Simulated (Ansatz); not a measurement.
## Computed against measured: atomisation enthalpy at 298 K

6 molecules holding an element past argon; the atomisation enthalpy at 298 K in kJ/mol, computed less measured. Shapes, held fixed at every level: PBE0-D4/def2-TZVP. Flexible molecules stand in one conformer, not always the lowest. Thermal terms are harmonic and unscaled (PBE0-D4/def2-TZVP); the spin-orbit lowering of the free atoms is taken from their spectra. Programs: Ansatz 0.2.0. Measured values: Active Thermochemical Tables, CRC Handbook of Chemistry and Physics, NIST-JANAF tables.

Levels: A = r2SCAN-D4/def2-TZVPP; B = B2PLYP/def2-TZVPP; C = MP2/def2-SVP; D = CCSD/def2-TZVPP.

```tsv
molecule	from tabulated heats	A	B	C	D
H2Te (SMILES [TeH2])	533	+11	+9	-59	-1
AsBr3 (arsenous tribromide)	768	+21	-37	-128	-108
CBr2Cl2 (dibromodichloromethane)	1180	+11	-60	-78	-133
SiH3I (SMILES [SiH3]I)	1213	+3	-16	-104	-37
C2H2Br2Cl2 (1,2-dibromo-1,2-dichloroethane)	2373	+34	-50	-90	-144
C2HBrClF3 (1-bromo-2-chloro-1,1,2-trifluoroethane)	2768	+47	-45	-48	-168
```

Problem. Which level does best on this set, which worst, and which err to one side?

Solution. 
```csv
level,kind,mean error,mean absolute error,worst case
r2SCAN-D4/def2-TZVPP,meta-GGA,+21.2,21.2,C2HBrClF3
B2PLYP/def2-TZVPP,double hybrid,-33.2,36.2,CBr2Cl2
MP2/def2-SVP,perturbation theory,-84.5,84.5,AsBr3
CCSD/def2-TZVPP,coupled cluster or CI,-98.5,98.5,C2HBrClF3
```

On this set r2SCAN-D4/def2-TZVPP has the smallest mean absolute error and CCSD/def2-TZVPP the largest. Without C2HBrClF3 the largest would be that of MP2/def2-SVP. r2SCAN-D4/def2-TZVPP is too high in 6 of 6; B2PLYP/def2-TZVPP is too low in 5 of 6; MP2/def2-SVP is too low in 6 of 6; CCSD/def2-TZVPP is too low in 6 of 6. The heats of H2Te (hydrogen telluride), AsBr3 (arsenous tribromide), C2H2Br2Cl2 (1,2-dibromo-1,2-dichloroethane), C2HBrClF3 (1-bromo-2-chloro-1,1,2-trifluoroethane) come from older tables and can be uncertain by 10 kJ/mol or more. The molecules' own spin-orbit lowering is left out, so errors for iodides read a little too negative. Heats of the atoms come from ATcT where it has them. The levels differ in basis as well as in method. The tabulated value of SiH3I is in doubt (older tables, estimates, or at odds with other calculations) and kept here. Over the 5 molecules whose values aren't doubted the mean absolute errors are A 24.8; B 40.2; C 80.6; D 110.8. For CCSD/def2-TZVPP the error tends to grow with the atomisation enthalpy. Correlated wave functions converge slowly with the basis. CCSD also lacks the triples, which bind further. For atoms past krypton def2 sets carry core potentials with scalar relativity. Relativity is left out for As, Br. Outer-core shells of As, Br, I, Te are correlated, in sets that cover them unevenly. The set is small.

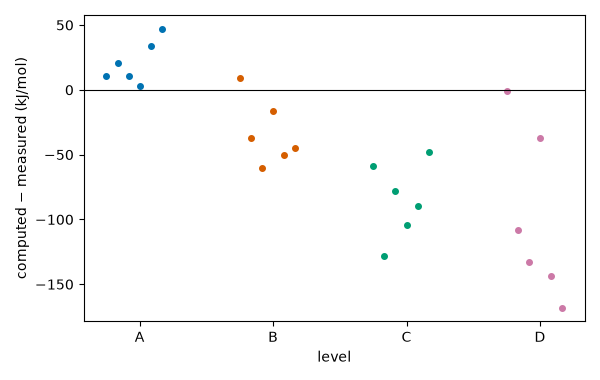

Errors of each level, one point a molecule.
